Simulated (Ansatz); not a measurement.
# BN (charge +1): composite energy at a relaxed geometry from a Python script

A script is to give a composite energy at a relaxed geometry; the system is BN (charge +1).

All numbers are computed with Ansatz 0.2.0 through its Python package. The levels of theory stand in the script.

## 1. The structure

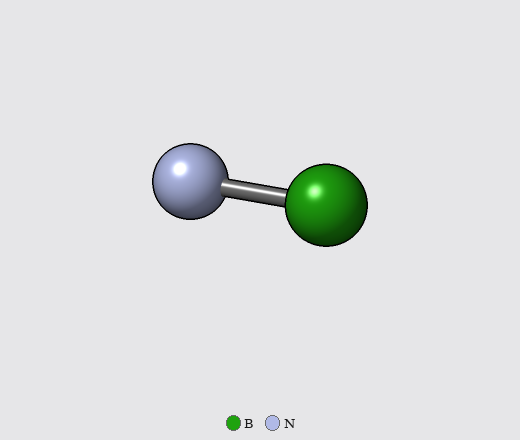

The starting structure, viewed from a chosen angle; boron green, nitrogen light blue.

No structure file is read: the coordinates are typed or built in the script.

## 2. Script

bn_composite.py reads:

```python
import itertools
import warnings

import ansatz as az
from ase.data import atomic_numbers, covalent_radii
import numpy as np

GEOMETRY = """
B     0.00000    0.00000    0.00000
N     0.00000    0.00000    1.57000
"""


def main() -> None:
    warnings.simplefilter("ignore", az.DeckWarning)

    molecule = az.Crystal.molecule()
    for line in GEOMETRY.strip().splitlines():
        symbol, *xyz = line.split()
        molecule = molecule.atom(symbol, [float(v) for v in xyz])

    base = (
        molecule.calculation()
        .basis(gaussian="def2-SVP")
        .functional("pbe0", dispersion="d3bj")
        .charge(1)
        .spin("collinear", total=3)
    )
    symbols = [site.symbol for site in molecule.cartesian_sites]
    start = np.array([site.position_ang for site in molecule.cartesian_sites], dtype=float)
    summary = base.relax(force_tolerance=0.01).run().report
    end = np.array(summary["positions_ang"])
    radius = [covalent_radii[atomic_numbers[s]] for s in symbols]
    span = lambda where, i, j: np.linalg.norm(where[i] - where[j])
    bonded = [(i, j) for i, j in itertools.combinations(range(len(symbols)), 2) if min(span(start, i, j), span(end, i, j)) < 1.2 * (radius[i] + radius[j])]
    print("pair        before    after (A)")
    for i, j in bonded:
        print(f"{symbols[i]}{i}-{symbols[j]}{j}".ljust(10), f"{span(start, i, j):8.4f} {span(end, i, j):8.4f}")

    minimum = az.Crystal.molecule()
    for symbol, place in zip(symbols, end):
        minimum = minimum.atom(symbol, place.tolist())
    at_minimum = minimum.calculation().charge(1).spin("collinear", total=3)
    level = lambda method, basis: at_minimum.basis(gaussian=basis).correlation(method).run().report
    small, large, cluster = level("mp2", "cc-pVDZ"), level("mp2", "cc-pVTZ"), level("ccsd_t", "cc-pVDZ")
    corr = lambda each: (each["free_energy_ev"] - each["reference_energy_ev"]) / 27.211386246
    mp2_limit = (27 * corr(large) - 8 * corr(small)) / 19
    pieces = {"HF / cc-pVTZ": large["reference_energy_ev"] / 27.211386246, "MP2 correlation, DZ-TZ limit": mp2_limit, "CCSD(T) - MP2 / cc-pVDZ": corr(cluster) - corr(small)}
    for name, value in pieces.items():
        print(f"{name:32s} {value:14.6f} Ha")
    print(f"{'sum':32s} {sum(pieces.values()):14.6f} Ha")
    print("T1 diagnostic", round(cluster["correlation"]["coupled_cluster"]["t1_diagnostic"], 4))


if __name__ == "__main__":
    main()
```

## 3. Running it

Command:

```bash
> python bn_composite.py
```

Standard output:

```text
pair        before    after (A)
B0-N1        1.5700   1.4317
HF / cc-pVTZ                         -78.667904 Ha
MP2 correlation, DZ-TZ limit          -0.170285 Ha
CCSD(T) - MP2 / cc-pVDZ               -0.031211 Ha
sum                                  -78.869400 Ha
T1 diagnostic 0.0356
```

Run time: 4.1 s. Hardware: 1 thread of Arm Neoverse V1, shared host; peak memory 0.17 GiB.

## 4. Path of the relaxation of run 0

Relaxation path:

```
step  E - E(step 1) (eV)  largest force component (eV/Å)
   1              0.0000                          2.7146
   2             -0.1652                          1.7023
   3             -0.1920                          1.6443
   4             -0.2258                          0.0104
   5             -0.2258                          0.0000
```

Step 1 is the start.

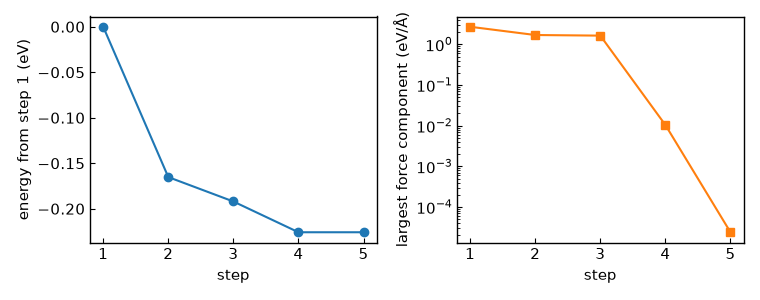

Energy and largest force along the relaxation.

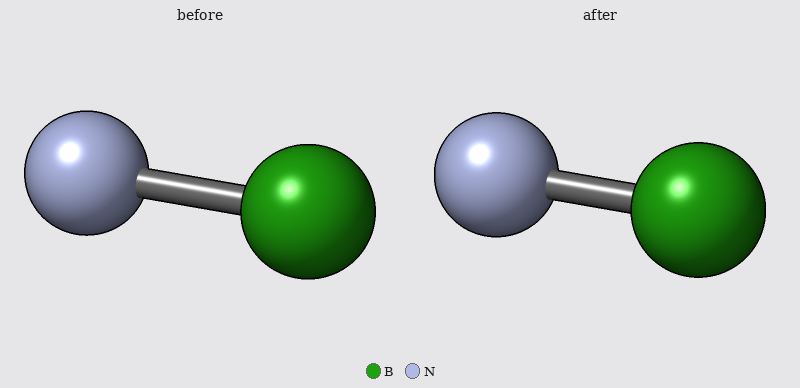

The structure before (left) and after (right) the relaxation, drawn at the same scale.

Before: Bond lengths: B1–N2 1.570 Å.

After: Bond lengths: B1–N2 1.432 Å.

Run 0 is this relaxation; the runs after it count from 1.

## 5. The runs side by side

One row for each of the 3 runs:

| run | basis | method | energy (eV) | <S²> | iterations in all | CPU time (s) |
| --- | --- | --- | --- | --- | --- | --- |
| 1 | cc-pVDZ | mp2 | -2143.5591 | 3.76 | 31 | 0.13 |
| 2 | cc-pVTZ | mp2 | -2144.9137 | 3.76 | 31 | 0.32 |
| 3 | cc-pVDZ | ccsd_t | -2144.4084 | 3.76 | 167 | 0.52 |

## 6. Summary of results

| quantity | value |
| --- | --- |
| T1 diagnostic | 0.0356 |
| composite energy | -78.869400 Ha |
| runs compared | 3 |

In words: All 3 runs converged (31 to 167 cycles). A T1 diagnostic under about 0.02 supports a single-reference treatment; this one lies above (open shells tolerate somewhat more). Run 0: The relaxation took 4 moves; the largest shift is 0.069 Å. The sum leaves out core correlation, relativity, the Hartree-Fock basis error and zero-point energy; a DZ-TZ extrapolation is rough. The run takes the species as open-shell (spin multiplicity 4), which needn't be its ground state. Inner cores stay frozen, so this is valence correlation. The spin state was assumed, and another may lie lower.
